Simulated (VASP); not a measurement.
Energy against volume of Si (diamond). All values below come from RPBE GGA, VASP's PBE PAW potentials (set 64) (plane waves; VASP).

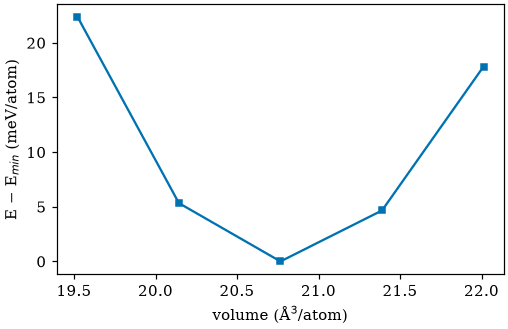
Figure: Energy against volume

Question: Estimate the equilibrium volume and the bulk modulus.

Answer: The minimum lies near 20.8 Å³/atom, and the curvature gives B0 of about 85 GPa.

Measured: bulk modulus 101 GPa at 0 K (computed value off by -15.3 %), as given by Jianwei Sun et al., Physical Review B (2011), doi:10.1103/physrevb.84.035117 [0 K value with zero-point phonon effects removed]; a 5.421 Å at 0 K (computed value off by +1.4 %), as given by Daniel Mejia-Rodriguez et al., Physical Review B (2018), arXiv:1807.09216 [static lattice: zero-point anharmonic expansion removed].

The compound is Si in the diamond structure. It was relaxed first.
